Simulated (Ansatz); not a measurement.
# Fields on a plane of Zr (hcp, Mg type)

```
Zr
1.0
    3.23126     0.00000     0.00000
   -1.61563     2.79835     0.00000
    0.00000     0.00000     5.17316
Zr
2
Direct
  0.33333   0.66667   0.75000
  0.66667   0.33333   0.25000
```

The slice is a (-1 1 0 2) plane (indices of the conventional cell) through the point (0.667, 0.333, 0.250) (fractional), spanned by u = [110] and v = [1 -1 1] in vectors of this cell: u (3.23 Å) and v (7.62 Å, at 90° to u). It covers one period; positions are fractions (u, v).

Atoms on it: Zr at (0.00, 0.00). Other atoms lie within 1 Å of the plane.

Calculation: PBE (plane waves to 420 eV, PAW, scalar-relativistic; Ansatz, a first-principles code). k mesh 17×17×9. Near the nuclei the fields are pseudised (PAW); where an atom keeps semicore shells as valence, they peak there. Zr is run without spin polarisation. Zr was relaxed with its symmetry unable to fall.

```tsv
v \ u	0.00	0.20	0.40	0.60	0.80
0.88	0.40	0.16	0.34	0.34	0.16
0.75	0.21	0.29	0.57	0.57	0.29
0.62	0.80	0.42	0.28	0.28	0.42
0.50	0.51	0.19	0.55	0.55	0.19
0.38	0.46	0.35	0.21	0.21	0.35
0.25	0.62	0.43	0.23	0.23	0.43
0.12	0.43	0.16	0.51	0.51	0.16
0.00	x	0.81	0.15	0.15	0.81
```

Values: electron localisation function (ELF). Points within 0.5 Å of a nucleus are blanked (x), as the pseudised field means little there.

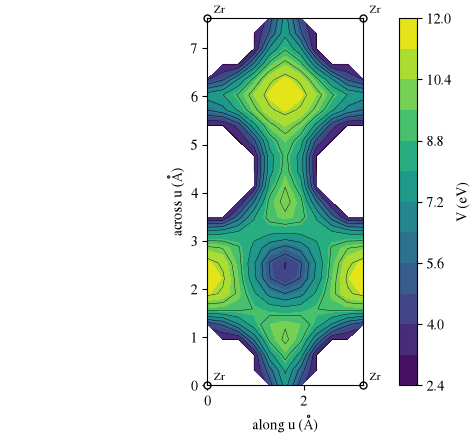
*Electrostatic potential energy of an electron, from the cell's mean, in eV, one period of the plane, atoms marked. Points within 1 Å of a nucleus are left white, as the pseudised field means little there. Values under 3 eV are set to 3. The zero, the cell's mean, hangs on the PAW cores.*
